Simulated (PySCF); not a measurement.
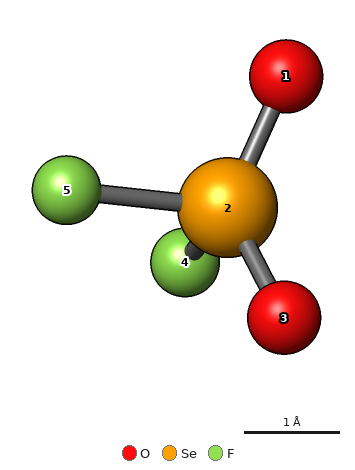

SeO2F2, before the relaxation. The picture is a ball-and-stick view, seen at a tilt.

The start comes from GFN2-xTB.

The calculation used PBE0-D3(BJ)/def2-SVP geometry optimisation, gas phase (PySCF).

```xyz
5

O    -0.2532   -1.2057   -1.0683
Se   -0.0726   -0.1906    0.0466
O    -0.3889   -0.4281    1.5130
F    -0.8190    1.3324   -0.4503
F     1.5509    0.4977   -0.0754
```

Q: Where does the relaxation end?

A: The largest moves after the best rigid fit, 0.065 Å, are those of O1 and O3. By element the largest moves are O 0.065 Å, F 0.040 Å, Se 0.023 Å. Near-neighbour distances that change, for instance: O1–Se2 1.519 → 1.576 Å, Se2–F4 1.767 → 1.713 Å. After 6 geometry steps the energy has fallen by 0.293 eV. The largest force component goes from 4.7 to 0.0073 eV/Å.

Step by step:

```csv
step,"E − E(0), eV","largest force component, eV/Å"
0,0.0000,4.6745
1,-0.2882,0.2932
2,-0.2905,0.0415
3,-0.2910,0.0564
4,-0.2927,0.0560
5,-0.2930,0.0277
6,-0.2932,0.0073
```

Final geometry:

```xyz
5

O    -0.2438   -1.2056   -1.1330
Se   -0.0646   -0.1701    0.0409
O    -0.3835   -0.3925    1.5673
F    -0.8079    1.2963   -0.4399
F     1.5172    0.4775   -0.0697
```

After the run, drawn alike:

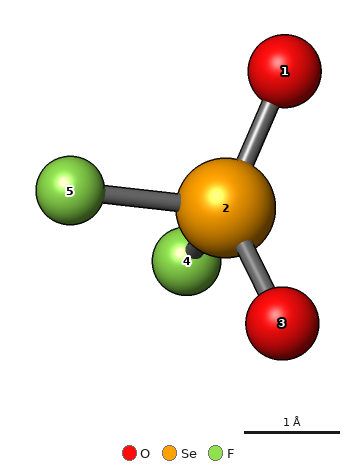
